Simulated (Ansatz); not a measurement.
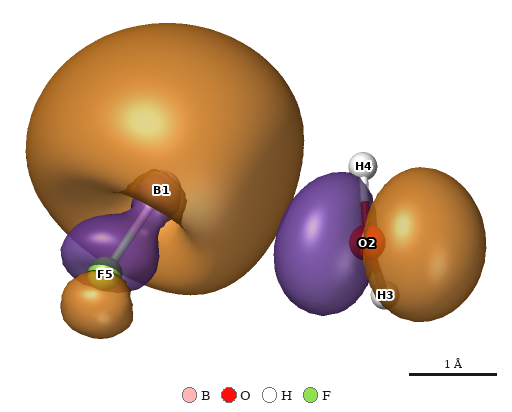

Figure. BF···H₂O. The HOMO at ±0.08 Å⁻³ᐟ² (orange and purple are the two phases), seen across its widest extent.

Not at a stationary point (largest force 0.6 eV/Å).

Theory: RKS LDA/def2-mTZVP (Ansatz 0.2.0).

```xyz
5

B    -0.3580   -0.1880   -0.8748
O     0.9188    0.2650    1.3515
H     0.6229   -0.5524    1.8008
H     1.5005   -0.0753    0.6229
F    -1.4993    0.2693   -0.5688
```

Q: What is the character of this orbital?

A: By Hirshfeld shares it lies mainly on B1 (about 70 %) and O2 (about 20 %). Its energy is −6.25 eV.
